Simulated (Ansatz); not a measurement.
# HfCdO3 in P4/mbm, a phase reached by a soft mode: following an unstable mode

Aim: this structure of HfCdO3 in P4/mbm, a phase reached by a soft mode is to be tested for unstable modes, and one is followed downhill.

Method: DFT PBEsol, scalar-relativistic, plane waves, PAW; PAW set soft_1, in Ansatz 0.2.0.

The structure was built from a prototype and need not be the compound's stable phase.

## Step 1: The structure

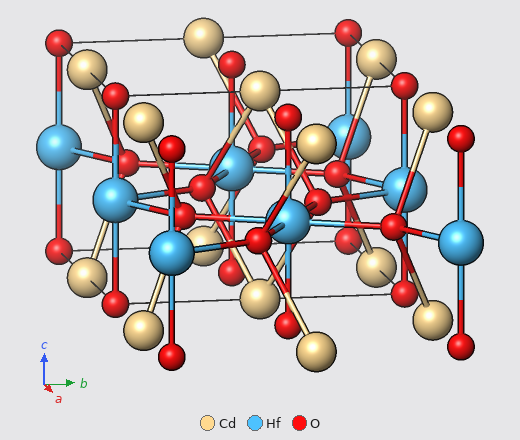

The cell as given, slightly off an axis (cadmium orange, hafnium blue, oxygen red). 2×1×1 cells are drawn. Some periodic images of atoms are drawn too.

## Step 2: Linear response at the zone centre

This phase was reached earlier by freezing in an unstable mode of a structure of higher symmetry and relaxing. Its zone-centre modes can show that it is still unstable.

input.yaml reads:

```yaml
crystal:
  lattice:
    - [5.6083914436, 0.0, 0.0]
    - [0.0, 5.6083914436, 0.0]
    - [0.0, 0.0, 4.0265195377]
  atoms:
    - { symbol: Cd, position: [0.5, 0.0, 0.0] }
    - { symbol: Cd, position: [0.0, 0.5, 0.0] }
    - { symbol: Hf, position: [0.0, 0.0, 0.5] }
    - { symbol: Hf, position: [0.5, 0.5, 0.5] }
    - { symbol: O, position: [0.1678270082, 0.6678270082, 0.5] }
    - { symbol: O, position: [0.8321729918, 0.3321729918, 0.5] }
    - { symbol: O, position: [0.3321729918, 0.1678270082, 0.5] }
    - { symbol: O, position: [0.6678270082, 0.8321729918, 0.5] }
    - { symbol: O, position: [0.0, 0.0, 0.0] }
    - { symbol: O, position: [0.5, 0.5, 0.0] }
kpoints:
  mp_grid: { grid: [4, 4, 6] }
hamiltonian:
  xc: pbesol
  pseudopotentials: { kind: paw, azcp: { folder: soft_1 }, xc_functional: pbe }
scf:
  occupations: { method: fixed }
output:
  eigenvalues: true
phonons:
  method: dfpt
  dielectric: true
  rigid_motions: translations
```

On the command line:

```bash
ansatz run input.yaml --threads 4 --pin off --max-ram 16384MiB --backend cpu --events-out ev --progress --plain --runs-dir out
```

Numbers of over 12 decimals in the logs are rounded to 6 here.

The program printed:

```text
Engine: ansatz 0.2.0, aarch64-unknown-linux-gnu
Pseudopotentials: kind: paw
Pseudopotential: Cd, paw, valence charge 20, recommended cutoff 420 eV (normal), soft_1/Cd.paw.azcp
Pseudopotential: Hf, paw, valence charge 26, recommended cutoff 420 eV (normal), soft_1/Hf.paw.azcp
Pseudopotential: O, paw, valence charge 6, recommended cutoff 420 eV (normal), soft_1/O.paw.azcp
Functional definition: PBEsol
  exchange = pbesol_x
  correlation = pbesol_c
Crystal: 10 atoms, lattice volume = 126.650 Å³
Basis set: ecut = 420 eV, 2481 PW (Γ), exchange–correlation on 80×80×54 points (8 copies of the dense FFT grid, shifted against one another)
Bands: 77, of which v1, the nominal top of the filled ones, is band 64 counted from 1 (63 counted from 0)
Symmetry: 16 space group operations
k-points: 52 of 96 (irreducible under 1 space group operation, time reversal used)
Non-local potential: Cd, projectors of the file, l = 0: 3, l = 1: 2, l = 2: 2, l = 3: 1
Non-local potential: Hf, projectors of the file, l = 0: 3, l = 1: 2, l = 2: 2, l = 3: 3
Non-local potential: O, projectors of the file, l = 0: 2, l = 1: 2, l = 2: 1
PAW form: soft (Blöchl's): semilocal exchange-correlation on the pseudo side does not see the compensation charge
PAW frozen core: Cd, regenerated for the run's functional, and the local potential with it (the file was generated under x = pbe(κ = 0.804, μ = 0.219515), c = pbe(β = 0.066725))
PAW frozen core: Hf, regenerated for the run's functional, and the local potential with it (the file was generated under x = pbe(κ = 0.804, μ = 0.219515), c = pbe(β = 0.066725))
PAW frozen core: O, regenerated for the run's functional, and the local potential with it (the file was generated under x = pbe(κ = 0.804, μ = 0.219515), c = pbe(β = 0.066725))
PAW one-centre angular grid: Cd, 590 points (default); XC on 64 Gauss nodes
PAW one-centre angular grid: Hf, 590 points (default); XC on 64 Gauss nodes
PAW one-centre angular grid: O, 110 points (default); XC on 64 Gauss nodes
Initial density: superposition of atomic densities (chi_scale 0.1, normalization cell, long waves kept (reshape's long-wave potential 0.00 eV rms))
Initial wavefunctions: pseudopotential atomic-orbital guess
Functional: x = pbesol(κ = 0.804, μ = 0.123457), c = pbesol(β = 0.046)
SCF iter   1: F=—  HF=-50942.923287 eV  |F-HF|=—  |Δ(HF+E_count)|=         —  Δρ=9.46e-2  dr2=1.02e1  ethr=3.10e-3  ⟨swp⟩=4.0  Hψ=11250  notcnv=0  defer=343
preconditioner: auto → Resta (q_TF=auto, 2.733 Å⁻¹)  ε∞=5.0  [insulator: Δε(μ)=1.132 eV  Ē_g=17.092 eV  n_scr=46 (ndim 8)  ℏωp=34.3 eV  f_vac=0.000  ε∞_Penn≈5.0]
SCF iter   2: F=—  HF=-50940.475983 eV  |F-HF|=—  |Δ(HF+E_count)|=    2.45e0  Δρ=3.82e-2  dr2=1.92e0  ethr=3.10e-3  ⟨swp⟩=2.1  Hψ=7846  notcnv=0  defer=489
SCF iter   3: F=—  HF=-50939.947620 eV  |F-HF|=—  |Δ(HF+E_count)|=   5.28e-1  Δρ=2.09e-2  dr2=5.72e-1  ethr=1.50e-3  ⟨swp⟩=2.0  Hψ=6950  notcnv=0  defer=542
SCF iter   4: F=—  HF=-50939.801994 eV  |F-HF|=—  |Δ(HF+E_count)|=   1.46e-1  Δρ=6.55e-3  dr2=3.43e-2  ethr=4.47e-4  ⟨swp⟩=2.0  Hψ=6748  notcnv=0  defer=570
SCF iter   5: F=—  HF=-50939.810242 eV  |F-HF|=—  |Δ(HF+E_count)|=   8.25e-3  Δρ=2.02e-3  dr2=7.02e-3  ethr=2.68e-5  ⟨swp⟩=2.0  Hψ=6939  notcnv=0  defer=570
SCF iter   6: F=—  HF=-50939.807055 eV  |F-HF|=—  |Δ(HF+E_count)|=   3.19e-3  Δρ=7.76e-4  dr2=5.41e-4  ethr=5.48e-6  ⟨swp⟩=2.9  Hψ=6789  notcnv=0  defer=572
SCF iter   7: F=—  HF=-50939.807003 eV  |F-HF|=—  |Δ(HF+E_count)|=   5.28e-5  Δρ=3.16e-4  dr2=1.42e-4  ethr=4.23e-7  ⟨swp⟩=2.0  Hψ=6944  notcnv=0  defer=525
SCF iter   8: F=—  HF=-50939.807140 eV  |F-HF|=—  |Δ(HF+E_count)|=   1.38e-4  Δρ=3.33e-4  dr2=1.13e-4  ethr=1.11e-7  ⟨swp⟩=2.0  Hψ=6615  notcnv=0  defer=323
SCF iter   9: F=—  HF=-50939.807120 eV  |F-HF|=—  |Δ(HF+E_count)|=   2.07e-5  Δρ=8.13e-5  dr2=7.79e-6  ethr=8.85e-8  ⟨swp⟩=2.0  Hψ=6099  notcnv=0  defer=303
SCF iter  10: F=—  HF=-50939.807120 eV  |F-HF|=—  |Δ(HF+E_count)|=   4.59e-7  Δρ=2.05e-5  dr2=5.46e-7  ethr=6.09e-9  ⟨swp⟩=2.0  Hψ=6597  notcnv=0  defer=303
SCF iter  11: F=—  HF=-50939.807121 eV  |F-HF|=—  |Δ(HF+E_count)|=   4.10e-7  Δρ=4.52e-6  dr2=2.30e-8  ethr=4.27e-10  ⟨swp⟩=2.0  Hψ=6689  notcnv=0  defer=303
SCF iter  12: F=—  HF=-50939.807121 eV  |F-HF|=—  |Δ(HF+E_count)|=   1.08e-8  Δρ=1.75e-6  dr2=3.36e-9  ethr=1.80e-11  ⟨swp⟩=2.0  Hψ=6587  notcnv=0  defer=303
SCF iter  13: F=—  HF=-50939.807121 eV  |F-HF|=—  |Δ(HF+E_count)|=  8.00e-11  Δρ=8.19e-7  dr2=7.79e-10  ethr=2.63e-12  ⟨swp⟩=2.0  Hψ=6657  notcnv=0  defer=303
SCF iter  14: F=-50939.807121 eV  HF=-50939.807121 eV  |F-HF|=7.28e-11  |Δ(HF+E_count)|=  2.33e-10  Δρ=2.88e-7  dr2=9.07e-11  ethr=1.00e-12  ⟨swp⟩=11.9  Hψ=26989  notcnv=0
SCF 1 converged in 14 iterations: F = -50939.807121 eV  dr2 = 9.07e-11
  greatest PAW one-centre occupation: 1.000 electrons in one spin orbital (limit 2), on the Cd atom at site 1 (counted from 0), in its partial waves of l = 0
DFPT response loops at Γ: preconditioner auto → Resta (q_TF=auto, 2.733 Å⁻¹)  ε∞=7.6 (no band partly filled); β = 1.00, the filter's whole step (`scf.mixing.beta` (0.50) is not read by the response loops at its default; to damp them type it under 1.00, their step now; it binds the ground state too); Broyden in place of MSR1
── the response to a field inside a basis, on 10×10×12 k-points: an SCF that follows is theirs, and a resumed run solves both again ──
Bands: 65, of which v1, the nominal top of the filled ones, is band 64 counted from 1 (63 counted from 0)
k-points: 90 of 1200
Initial density: handed on by an earlier stage of this run
Initial wavefunctions: pseudopotential atomic-orbital guess (no wavefunctions were taken with the density)
Eigensolver: Dense (90 Hₖ)
SCF iter   1: F=—  HF=-50939.577640 eV  |F-HF|=—  |Δ(HF+E_count)|=         —  Δρ=4.77e-4  dr2=5.44e-5  ethr=1.00e-1
preconditioner: auto → Resta (q_TF=auto, 2.733 Å⁻¹)  ε∞=8.2  [insulator: Δε(μ)=1.224 eV  Ē_g=12.757 eV  n_scr=46 (ndim 8)  ℏωp=34.3 eV  f_vac=0.015  ε∞_Penn≈8.2]
SCF iter   2: F=—  HF=-50939.577659 eV  |F-HF|=—  |Δ(HF+E_count)|=   1.93e-5  Δρ=2.47e-4  dr2=2.01e-5  ethr=4.25e-8
SCF iter   3: F=—  HF=-50939.577672 eV  |F-HF|=—  |Δ(HF+E_count)|=   1.26e-5  Δρ=1.23e-4  dr2=5.27e-6  ethr=1.57e-8
SCF iter   4: F=—  HF=-50939.577676 eV  |F-HF|=—  |Δ(HF+E_count)|=   4.15e-6  Δρ=2.02e-5  dr2=3.35e-7  ethr=4.11e-9
SCF iter   5: F=-50939.577676 eV  HF=-50939.577676 eV  |F-HF|=9.05e-9  |Δ(HF+E_count)|=   4.58e-8  Δρ=7.32e-6  dr2=5.88e-8  ethr=2.61e-10
SCF 1 converged in 5 iterations: F = -50939.577676 eV  dr2 = 5.88e-8
DFPT response loops at Γ: preconditioner auto → Resta (q_TF=auto, 2.733 Å⁻¹)  ε∞=7.0 (no band partly filled); β = 1.00, the filter's whole step (`scf.mixing.beta` (0.50) is not read by the response loops at its default; to damp them type it under 1.00, their step now; it binds the ground state too); Broyden in place of MSR1
WARN: field response: ε∞ stands inside a basis, on 10×10×12 points; the force constants stand on the 4×4×6 k-mesh, whose period is 10.60 times the interband length at k = (0.0000, 0.0000, 0.0000), direct gap 1.255 eV, under 14: take them and everything formed from them as unconverged, and compare with a denser kpoints.mp_grid
SCF converged after 14 iterations
Free energy (F): -50939.807121 eV
Harris-Foulkes:  -50939.807121 eV  (|F-HF|=7.28e-11)
Internal energy: -50939.807121 eV  (E = F + TS)
E sigma→0 (E₀):  -50939.807121 eV
Fermi energy:    11.827025 eV
--- Per-component energies (eV) ---
  E_band       = -896.502288
  E_kinetic    = 2699.269415
  E_local      = -21344.599370  (includes V_loc(G=0)·N_el)
  E_nonlocal   = 711.764887
  E_hartree    = 9998.600039
  E_xc         = -1261.286143
  E_vxc        = -1440.861526  (∫ρ·V_xc dr)
  E_paw        = -24166.166485  (= ΣΔE_a)
  E_vpaw       = -1519.281015  (= ΣTr[D̂ρ^β])
  E_aug_tail   = 0.005238  (compensation charges beyond the density's cutoff)
  E_ewald      = -17580.792463
  E_core_change = 3.397761  (= ΣΔE_core)
  E_smearing   = -0.000000  (= −TS)
  E_closure    = -0.000000  (closes the sum)
  Σ components = -50939.807121   (vs F -50939.807121, Δ=0.00e0)
--- Band table (eV; the first three rows and the last of 52) ---
  k-point 0: bands = [... 60 lower, 10.9355, 11.3223, 11.6230, 11.6230, 12.8777, 15.5155, 16.1119, 16.1119, ... 9 higher]
  k-point 1: bands = [... 60 lower, 11.0823, 11.0823, 11.7188, 11.7188, 13.6747, 15.4881, 16.6928, 16.6928, ... 9 higher]
  k-point 2: bands = [... 60 lower, 11.3896, 11.3896, 11.8270, 11.8270, 15.1853, 15.3613, 16.8751, 17.7241, ... 9 higher]
  k-point 51: bands = [... 60 lower, 10.7952, 10.7952, 11.5153, 11.5153, 16.4824, 16.4824, 17.6140, 17.6140, ... 9 higher]
--- Phonons (Γ-DFPT): 8 representative perturbations + reference, on 52 of 96 k-points (Σ response iterations 35) ---
  k mesh reduced under 1 symmetry operation, with k and −k counted as one. Each operation leaves every solved perturbation unchanged. A smaller set is not considered because the run solves the response to a homogeneous field
  ASR residual: 2.664e-4 → 0.000e0 eV/Å²; symmetrization residual: 2.149e-5 eV/Å²
  ASR residual per site (eV/Å²): 4.72e-5 4.72e-5 2.66e-4 2.66e-4 1.39e-4 1.39e-4 1.39e-4 1.39e-4 1.57e-4 1.57e-4
  Γ frequencies (cm⁻¹): -145.86 -145.86 -76.53 -76.53 0.00 0.00 0.00 79.88 86.17 86.17 97.81 111.21 113.44 113.44 190.51 190.51 200.40 217.37 229.10 229.10 232.91 232.91 398.83 471.27 515.32 515.32 582.16 639.50 642.96 732.17
  ε∞ (high-frequency dielectric tensor):
        5.708097     0.000000     0.000000
        0.000000     5.708097     0.000000
        0.000000     0.000000     6.177288
  softest optical mode at Γ: -145.86 cm⁻¹; the repairs (sum rule, projections) moved no ω² at Γ by more than (3.71 cm⁻¹)²
  Born effective charges Z* (e; rows j = field, columns β = displacement):
    site 0:
         2.55758   -0.24482    0.00000
        -0.24482    2.55758    0.00000
         0.00000    0.00000    3.02041
    site 1:
         2.55758    0.24482    0.00000
         0.24482    2.55758    0.00000
         0.00000    0.00000    3.02041
    site 2:
         5.60875   -0.03985    0.00000
         0.03985    5.60875    0.00000
         0.00000    0.00000    6.02059
    site 3:
         5.60875    0.03985    0.00000
        -0.03985    5.60875    0.00000
         0.00000    0.00000    6.02059
    site 4:
        -3.10736    1.08929    0.00000
         1.08929   -3.10736    0.00000
         0.00000    0.00000   -2.01884
    site 5:
        -3.10736    1.08929    0.00000
         1.08929   -3.10736    0.00000
         0.00000    0.00000   -2.01884
    site 6:
        -3.10736   -1.08929    0.00000
        -1.08929   -3.10736    0.00000
         0.00000    0.00000   -2.01884
    site 7:
        -3.10736   -1.08929    0.00000
        -1.08929   -3.10736    0.00000
         0.00000    0.00000   -2.01884
    site 8:
        -1.95161    0.14814    0.00000
        -0.14814   -1.95161    0.00000
         0.00000    0.00000   -5.00333
    site 9:
        -1.95161   -0.14814    0.00000
         0.14814   -1.95161    0.00000
         0.00000    0.00000   -5.00333
  Z* charge neutrality: 2.122e-2 e pre-enforcement
  solved inside a basis spanned on kpoints, on 10×10×12 k-points, taken by the longest dipole's decay: ε∞ is read to err by 2.8e-2, Z* by 1.5e-1 e (field_mesh: kpoints solves on kpoints); Z* is corrected for what the basis lacks
  optical modes at Γ without the LO–TO term, one row a degenerate level:
      ω (cm⁻¹)  modes    IR ((D/Å)²/amu)
       -145.86      2            38.7923
        -76.53      2             9.2834
         79.88      1             0.0000
         86.17      2             1.4063
         97.81      1             0.0000
        111.21      1             2.9944
        113.44      2             6.1874
[...]
optical modes at Γ + LO–TO along q̂ = [1.0000, 0.0000, 0.0000]:
      ω (cm⁻¹)  modes    IR ((D/Å)²/amu)
[...]
optical modes at Γ + LO–TO along q̂ = [0.0000, 1.0000, 0.0000]:
      ω (cm⁻¹)  modes    IR ((D/Å)²/amu)
[...]
optical modes at Γ + LO–TO along q̂ = [0.0000, 0.0000, 1.0000]:
      ω (cm⁻¹)  modes    IR ((D/Å)²/amu)
[...]
190.51      2             0.0000
        200.40      1             0.0000
        229.10      2            19.9982
        232.91      2            30.6274
        369.13      1            18.9549
        398.83      1             0.0000
        471.27      1             0.0000
        515.32      2            62.5625
        582.16      1             0.0000
        639.50      1             0.0000
        732.17      1             0.0000
        787.11      1            89.7656
```

The job ended after 5 min (4 threads of Arm Neoverse V1, shared host; peak memory 2.3 GiB).

Numbers from this step:

| Property | Result |
| --- | --- |
| gap on the k-mesh | 1.051 eV |
| volume per atom | 12.67 Å³ |
| sum-rule residual before enforcement | 2.66e-4 eV/Å² |
| miss of the charge sum rule | 0.02122 e |
| estimated error of the dielectric tensor | 0.02776 |
| estimated error of the Born charges | 0.1505 e |
| point group | 4/mmm |
| highest optical mode at the zone centre (no LO-TO term) | 732.2 cm⁻¹ |
| lowest optical zone-centre mode | -145.9 cm⁻¹ |
| mean high-frequency dielectric constant | 5.864 |
| largest Born charge (third of the trace) | 5.746 e |
| top of the zone-centre spectrum with the field | 787.1 cm⁻¹ |

Patterns of degenerate modes are one choice out of their space. Modes at Γ, with each element's share of the kinetic energy (negative means imaginary):

| mode | frequency (cm⁻¹) | symmetry | Cd % | Hf % | O % |
| --- | --- | --- | --- | --- | --- |
| 1 | -145.9 | Eu | 13 | 0 | 86 |
| 2 | -145.9 | Eu | 13 | 0 | 86 |
| 3 | -76.5 | Eu | 63 | 1 | 36 |
| 4 | -76.5 | Eu | 63 | 1 | 36 |
| 5 | 0.0 | acoustic | 33 | 53 | 14 |
| 6 | 0.0 | acoustic | 33 | 53 | 14 |
| 7 | 0.0 | acoustic | 33 | 53 | 14 |
| 8 | 79.9 | B1u | 93 | 0 | 7 |
| 9 | 86.2 | Eu | 53 | 21 | 26 |
| 10 | 86.2 | Eu | 53 | 21 | 26 |
| 11 | 97.8 | A1u | 0 | 96 | 4 |
| 12 | 111.2 | A2u | 66 | 30 | 4 |
| 13 | 113.4 | Eu | 17 | 59 | 24 |
| 14 | 113.4 | Eu | 17 | 59 | 24 |
| 15 | 190.5 | Eg | 0 | 0 | 100 |
| 16 | 190.5 | Eg | 0 | 0 | 100 |
| 17 | 200.4 | B1u | 7 | 0 | 93 |
| 18 | 217.4 | A2u | 1 | 14 | 86 |
| 19 | 229.1 | Eu | 10 | 58 | 32 |
| 20 | 229.1 | Eu | 10 | 58 | 32 |
| 21 | 232.9 | Eu | 11 | 6 | 83 |
| 22 | 232.9 | Eu | 11 | 6 | 83 |
| 23 | 398.8 | A1g | 0 | 0 | 100 |
| 24 | 471.3 | B2g | 0 | 0 | 100 |
| 25 | 515.3 | Eu | 0 | 2 | 98 |
| 26 | 515.3 | Eu | 0 | 2 | 98 |
| 27 | 582.2 | B1g | 0 | 0 | 100 |
| 28 | 639.5 | A1u | 0 | 4 | 96 |
| 29 | 643.0 | A2u | 0 | 3 | 97 |
| 30 | 732.2 | A2g | 0 | 0 | 100 |

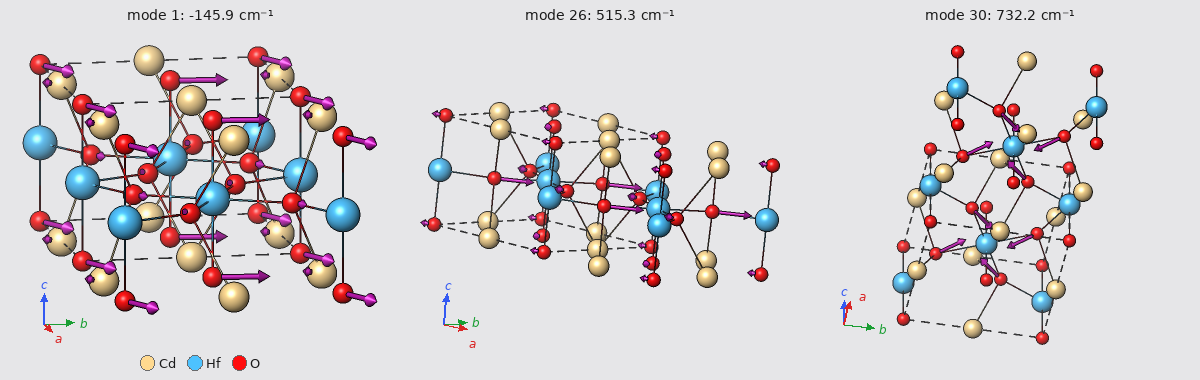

Displacement patterns of modes 1, 26 and 30 at Γ; arrows are exaggerated. 2×1×1 cells are drawn. Some periodic images of atoms are drawn too.

Before it was imposed, the acoustic sum rule was missed by 2.7e-4 eV/Å² and the charge sum rule by 0.021 e. Small misses are needed for a sound result but don't prove that mesh and cutoff are converged. The lowest optical mode is imaginary, 145.9i cm⁻¹, so the energy falls along it.

The log warns of the k mesh: “the force constants stand on the 4×4×6 k-mesh, whose period is 10.60 times the interband length at k = (0.0000, 0.0000, 0.0000), direct gap 1.255 eV, under 14: take them and everything formed from them as unconverged”.

## Step 3: The mode frozen in, largest atomic shift 0 Å

The mode followed lies at Γ with frequency 145.9i cm⁻¹ and is 2-fold degenerate, the softest among the wavevectors solved. At small amplitude the distorted cell has space group no. 38 by a symmetry search on the positions. The undistorted cell that holds it gives the zero of energy on the same k mesh.

input.yaml, as its differences from that of step 2:

```diff
@@ -22,8 +22,6 @@
 scf:
-  occupations: { method: fixed }
+  occupations: { method: gaussian, width: 0.02 }
 output:
+  forces: true
+  stress: true
   eigenvalues: true
-phonons:
-  method: dfpt
-  dielectric: true
-  rigid_motions: translations
```

The program printed:

```text
[...]
Crystal: 10 atoms, lattice volume = 126.650 Å³
Basis set: ecut = 420 eV, 2481 PW (Γ), exchange–correlation on 80×80×54 points (8 copies of the dense FFT grid, shifted against one another)
Bands: 77, of which v1, the nominal top of the filled ones, is band 64 counted from 1 (63 counted from 0)
Symmetry: 16 space group operations
[...]
k-points: 24 of 96
[...]
k-point 0: bands = [... 60 lower, 10.9355, 11.3224, 11.6230, 11.6230, 12.8777, 15.5155, 16.1119, 16.1119, ... 6 higher]
  k-point 1: bands = [... 60 lower, 11.0823, 11.0823, 11.7188, 11.7188, 13.6747, 15.4881, 16.6928, 16.6928, ... 6 higher]
  k-point 2: bands = [... 60 lower, 11.3896, 11.3896, 11.8270, 11.8270, 15.1853, 15.3613, 16.8751, 17.7241, ... 6 higher]
  k-point 23: bands = [... 60 lower, 10.7952, 10.7952, 11.5154, 11.5154, 16.4824, 16.4824, 17.6140, 17.6140, ... 6 higher]
[key lines of the parts left out:]
SCF converged after 10 iterations
Free energy (F): -50939.807121 eV
Fermi energy:    12.352599 eV
P = ⅓ Tr σ = -0.0037 GPa (-0.037 kbar)
```

Wall time 4.6 s (4 threads); peak memory 0.61 GiB; 17 s of CPU time.

This step gave:

```yaml
pressure: -0.003709 GPa
energy_from_the_undistorted_cell: 0 meV/atom
```

At this level the gap is 1.05 eV on the k-mesh of the self-consistent run, which can miss the band edges.

## Step 4: The mode frozen in, largest atomic shift 0.32 Å

The atoms are moved along the unstable eigenvector, the largest shift by 0.32 Å, with the cell fixed.

input.yaml reads:

```yaml
crystal:
  lattice:
    - [5.6083914436, 0.0, 0.0]
    - [0.0, 5.6083914436, 0.0]
    - [0.0, 0.0, 4.0265195377]
  atoms:
    - { symbol: Cd, position: [0.5006953221, -0.0006953221, 0.0] }
    - { symbol: Cd, position: [0.0086291952, 0.4913708048, 0.0] }
    - { symbol: Hf, position: [0.0002752595, -0.0010909297, 0.5] }
    - { symbol: Hf, position: [0.5010909297, 0.4997247405, 0.5] }
    - { symbol: O, position: [0.1592844915, 0.6763695249, 0.5] }
    - { symbol: O, position: [0.8236304751, 0.3407155085, 0.5] }
    - { symbol: O, position: [0.3355623786, 0.1644376214, 0.5] }
    - { symbol: O, position: [0.671216395, 0.828783605, 0.5] }
    - { symbol: O, position: [-0.0155562723, 0.0548957605, 0.0] }
    - { symbol: O, position: [0.4451042395, 0.5155562723, 0.0] }
kpoints:
  mp_grid: { grid: [4, 4, 6] }
hamiltonian:
  xc: pbesol
  pseudopotentials: { kind: paw, azcp: { folder: soft_1 }, xc_functional: pbe }
scf:
  occupations: { method: gaussian, width: 0.02 }
output:
  forces: true
  stress: true
  eigenvalues: true
  write_density: true
  write_potential: true
  elf: true
  volumetric_format: npy
```

The program printed:

```text
[...]
Crystal: 10 atoms, lattice volume = 126.650 Å³
Basis set: ecut = 420 eV, 2481 PW (Γ), exchange–correlation on 80×80×54 points (8 copies of the dense FFT grid, shifted against one another)
Bands: 77, of which v1, the nominal top of the filled ones, is band 64 counted from 1 (63 counted from 0)
Symmetry: 4 space group operations
[...]
k-points: 28 of 96 (time reversal used)
[...]
k-point 0: bands = [... 60 lower, 10.9061, 11.2572, 11.6353, 11.6600, 12.9331, 15.6341, 16.0987, 16.9003, ... 9 higher]
  k-point 1: bands = [... 60 lower, 11.0342, 11.1047, 11.7209, 11.7489, 13.7443, 15.5941, 16.5005, 16.9204, ... 9 higher]
  k-point 2: bands = [... 60 lower, 11.2793, 11.4583, 11.8037, 11.8702, 15.2009, 15.4935, 16.8273, 17.4891, ... 9 higher]
  k-point 27: bands = [... 60 lower, 10.7868, 10.9106, 11.3697, 11.6187, 16.3748, 16.6131, 17.2503, 17.7092, ... 9 higher]
[key lines of the parts left out:]
SCF converged after 10 iterations
Free energy (F): -50939.867316 eV
Fermi energy:    12.401792 eV
P = ⅓ Tr σ = -0.9146 GPa (-9.146 kbar)
```

Elapsed: 12 s, on 4 threads; peak memory 0.6 GiB.

Numbers from this step:

```
pressure                         : -0.9146 GPa
gap on the k-mesh                : 1.063 eV
energy from the undistorted cell : -6.019 meV/atom
```

The energy, extrapolated to zero smearing, is -6.02 meV/atom against the undistorted cell.

The run ends at a pressure of -0.91 GPa, with forces up to 0.36 eV/Å.

(Part 1 of 3 ends here.)

[Logs are printed without paths, hosts, clocks, repeated set-up lines and the standing remarks that a program may print on its own settings, such as how far it seeks lower states.]

[Hosts, paths, dates, database ids (printed as entryN), source tags and the programs' standing remarks are cut or masked in the printed files.]
